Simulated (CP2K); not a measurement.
**BSiH3O2 (SMILES O[SiH]1BO1) at IPEA1-xTB**

Aim: the energy difference between two shapes of BSiH3O2 at IPEA1-xTB, from 2 runs. 

The results are computed with CP2K 2026.2.

1 further run of the same task is left out (set aside as unsound or not needed).

**1. The molecule**

BSiH3O2: 7 atoms, total charge 0, spin state singlet. As SMILES, `O[SiH]1BO1`. The coordinates come from a GFN2-xTB relaxation. This is one conformer, not always the lowest.

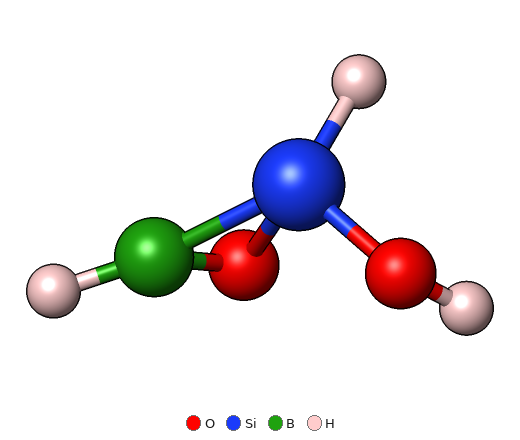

The structure, seen from a chosen angle (oxygen red, silicon blue, boron green, hydrogen pink).

**2. Energy and forces at IPEA1-xTB**

The input, mol.inp:

```
&GLOBAL
  PROJECT mol
  RUN_TYPE ENERGY_FORCE
  PRINT_LEVEL MEDIUM
&END

&FORCE_EVAL
  METHOD QS
  &DFT
    &QS
      METHOD XTB
      EPS_DEFAULT 1.0E-10
      &XTB
        GFN_TYPE TBLITE
        &TBLITE
          METHOD IPEA1
        &END
        CHECK_ATOMIC_CHARGES F
      &END
    &END
    &POISSON
      PERIODIC NONE
      POISSON_SOLVER ANALYTIC
    &END
    &SCF
      SCF_GUESS ATOMIC
      EPS_SCF 1.0E-07
      MAX_SCF 150
      ADDED_MOS 8
      &DIAGONALIZATION
        ALGORITHM STANDARD
      &END
      &MIXING
        METHOD DIRECT_P_MIXING
        ALPHA 0.4
      &END
    &END
    &PRINT
      &MOMENTS
        PERIODIC F
        REFERENCE COM
        MAX_MOMENT 1
      &END
      &MO ON
        ENERGIES T
        OCCUPATION_NUMBERS T
        NDIGITS 6
        &EACH
          QS_SCF 0
        &END
        ADD_LAST NUMERIC
      &END
      &HIRSHFELD OFF
      &END
    &END
  &END
  &SUBSYS
    &CELL
      ABC 13.9 13 12.4
      PERIODIC NONE
    &END
    &COORD
      O     -0.978410     0.890910    -1.093880
      Si     0.128850     0.693200     0.080520
      B      1.109760    -0.918820     0.115820
      O     -0.052650    -1.052380     0.689070
      H     -1.894770     0.641680    -0.967690
      H     -0.303680     1.380010     1.290070
      H      1.990900    -1.634600    -0.113910
    &END
    &TOPOLOGY
      &CENTER_COORDINATES
      &END
    &END
  &END
  &PRINT
    &FORCES ON
    &END
  &END
&END
```

Command:

```
$ OMP_NUM_THREADS=1 cp2k.psmp -i mol.inp -o mol.out
```

Standard output, cut to the lines that bear on the results:

```text
CP2K| version string:                                       CP2K version 2026.2
[...]
 GLOBAL| Method name                                                        CP2K
[...]
 GLOBAL| Run type                                                   ENERGY_FORCE
[...]
                             - Atoms:                                          7
[...]
                             - Spherical basis functions:                     30
[...]
 Number of electrons:                                                         22
[...]
  *** SCF run converged in    19 steps ***
[...]
  Fermi energy:                                                -0.30807645625878
[...]
 TB_DIPOLE| Moment [Debye]         -0.44068142       1.19648371      -0.44737560
 TB_DIPOLE| Derivative [a.u.]       0.00000000       0.00000000       0.00000000
[...]
 ENERGY| Total FORCE_EVAL ( QS ) energy [hartree]            -14.752983353292574
 FORCES| Atomic forces [hartree/bohr]
 FORCES|   Atom     x               y               z               |f|
 FORCES|      1  1.88230514E-02 -6.52296738E-03  3.71110579E-02   4.21199120E-02
 FORCES|      2 -5.11200680E-02  2.48098741E-02 -1.04682453E-02   5.77786757E-02
 FORCES|      3  1.85270693E-02 -2.25409848E-02  1.37003952E-03   2.92100206E-02
 FORCES|      4  6.18992733E-03  1.60538066E-02 -1.99941337E-03   1.73215924E-02
 FORCES|      5 -5.05261177E-03  6.24479741E-03 -1.46926387E-02   1.67451490E-02
 FORCES|      6  4.53330145E-03 -5.05949704E-03 -9.69771539E-03   1.18403976E-02
 FORCES|      7  8.09933033E-03 -1.29850289E-02 -1.62308466E-03   1.53897541E-02
 FORCES| Sum     1.83880688E-16  1.04083409E-17  8.04478012E-17
 FORCES| Total atomic force                                       2.00978332E-16
[...]
```

Wall time 0.42 s (1 thread of Arm Neoverse N1, shared host); peak memory 0.14 GiB.

**3. The distorted shape**

The input, gas.inp:

```
&GLOBAL
    PROJECT_NAME gas
    RUN_TYPE ENERGY_FORCE
    PRINT_LEVEL MEDIUM
&END

&FORCE_EVAL
    METHOD Quickstep
    &DFT
        # Quickstep
        &QS
            METHOD XTB
            EPS_DEFAULT 1.0E-10
            &XTB
                GFN_TYPE TBLITE
                &TBLITE
                    METHOD IPEA1
                &END
                CHECK_ATOMIC_CHARGES F
            &END
        &END
        # no periodic images
        &POISSON
            PERIODIC NONE
            POISSON_SOLVER ANALYTIC
        &END
        &SCF
            SCF_GUESS ATOMIC
            EPS_SCF 1.0E-07
            MAX_SCF 150
            ADDED_MOS 8
            &DIAGONALIZATION
                ALGORITHM STANDARD
            &END
            &MIXING
                METHOD DIRECT_P_MIXING
                ALPHA 0.4
            &END
        &END
        &PRINT
            &MOMENTS
                PERIODIC F
                REFERENCE COM
                MAX_MOMENT 1
            &END
            &MO ON
                ENERGIES T
                OCCUPATION_NUMBERS T
                NDIGITS 6
                &EACH
                    QS_SCF 0
                &END
                ADD_LAST NUMERIC
            &END
            &HIRSHFELD OFF
            &END
        &END
    &END
    &SUBSYS
        &CELL
            ABC 14 13 12.4
            PERIODIC NONE
        &END
        &COORD
            O     -0.919508     0.915932    -1.114568
            Si     0.230722     0.680749     0.136095
            B      1.130605    -0.881947     0.175299
            O     -0.095003    -1.041853     0.593252
            H     -1.932562     0.673348    -0.960489
            H     -0.303448     1.339461     1.258064
            H      2.038608    -1.662783    -0.174975
        &END
        &TOPOLOGY
            &CENTER_COORDINATES
            &END
        &END
    &END
    # extra output
    &PRINT
        &FORCES ON
        &END
    &END
&END
```

Command:

```
$ OMP_NUM_THREADS=1 cp2k.psmp gas.inp > gas.out
```

Standard output, cut to the lines that bear on the results:

```text
CP2K| version string:                                       CP2K version 2026.2
[...]
 GLOBAL| Method name                                                        CP2K
[...]
 GLOBAL| Run type                                                   ENERGY_FORCE
[...]
                             - Atoms:                                          7
[...]
                             - Spherical basis functions:                     30
[...]
 Number of electrons:                                                         22
[...]
  *** SCF run converged in    20 steps ***
[...]
  Fermi energy:                                                -0.32210387352075
[...]
 TB_DIPOLE| Moment [Debye]         -0.27831046       1.13913620      -0.06285330
 TB_DIPOLE| Derivative [a.u.]       0.00000000       0.00000000       0.00000000
[...]
 ENERGY| Total FORCE_EVAL ( QS ) energy [hartree]            -14.720829940354049
 FORCES| Atomic forces [hartree/bohr]
 FORCES|   Atom     x               y               z               |f|
 FORCES|      1 -3.14516046E-02 -2.32081439E-02  6.26969486E-02   7.38832101E-02
 FORCES|      2 -1.05111149E-01  7.15941027E-02 -5.17937242E-02   1.37319551E-01
 FORCES|      3  8.25556604E-02 -1.03548540E-01 -2.35425496E-02   1.34506464E-01
 FORCES|      4  1.09109674E-02  7.84175198E-03  6.45321973E-03   1.49059159E-02
 FORCES|      5  7.40138450E-02  2.19385569E-02 -2.02033670E-02   7.97967767E-02
 FORCES|      6 -1.63041300E-03  7.50423929E-03  9.53552353E-03   1.22432864E-02
 FORCES|      7 -2.92873062E-02  1.78780330E-02  1.68539490E-02   3.82286014E-02
 FORCES| Sum     3.46944695E-18 -1.87350135E-16 -6.59194921E-17
 FORCES| Total atomic force                                       1.98639094E-16
[...]
```

It took 0.42 s on 1 thread of Arm Neoverse N1, shared host; peak memory 0.14 GiB.

**4. Results**

At IPEA1-xTB:

| quantity | value |
| --- | --- |
| first shape: total energy | -14.75298 Eh |
| first shape: dipole moment (from atomic charges alone) | 1.35 D |
| first shape: HOMO energy | -11.32 eV |
| first shape: LUMO energy | -7.49 eV |
| first shape: HOMO–LUMO gap | 3.83 eV |
| first shape: largest force on an atom | 2.971 eV/Å |
| distorted shape: total energy | -14.72083 Eh |
| distorted shape: dipole moment (from atomic charges alone) | 1.17 D |
| distorted shape: HOMO energy | -11.55 eV |
| distorted shape: LUMO energy | -7.87 eV |
| distorted shape: HOMO–LUMO gap | 3.68 eV |
| distorted shape: largest force on an atom | 7.061 eV/Å |
| energy change with the atoms displaced | 0.875 eV |

In words: With the atoms displaced the energy rises by 0.87 eV (20.2 kcal/mol). The first shape isn't relaxed at this level, so the change isn't measured from a minimum. The largest force (first shape) is 2.97 eV/Å: the shape isn't a stationary point for this species at this level. The dipole (first shape) comes from point charges on the atoms alone, without atomic dipoles, so it is partial. The dipole (distorted shape) comes from point charges on the atoms alone, without atomic dipoles, so it is partial.
